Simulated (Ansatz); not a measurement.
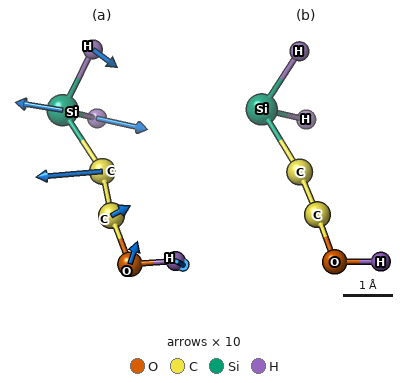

The structure of C2H3OSi (charge −1) before (left) and after (right) a relaxation, at one scale. The blue arrows give the displacements, 10 times their true length.

The picture is a ball-and-stick view, seen from a free direction.

All numbers below come from RKS PBE0-D4/def2-TZVPD (Ansatz). Settings: force threshold 0.005 eV/Å; at most 200 steps.

Q: Summarise the run.

A: The largest move after the best rigid fit is that of a C atom, 0.14 Å. By element the largest moves are C 0.14 Å, H 0.12 Å, Si 0.11 Å, O 0.05 Å. Near-neighbour distances that change, for instance: C–Si 1.847 → 1.886 Å, H–Si 1.500 → 1.538 Å, C–O 1.367 → 1.330 Å, C–C 1.208 → 1.216 Å. Among the angles between lasting bonds that change: C–C–Si 162.3° → 172.9°, H–Si–H 101.0° → 94.6°, O–C–C 172.7° → 178.0°. After 7 geometry steps the energy has fallen by 0.140 eV. The largest force component goes from 2.6 to 0.0037 eV/Å.
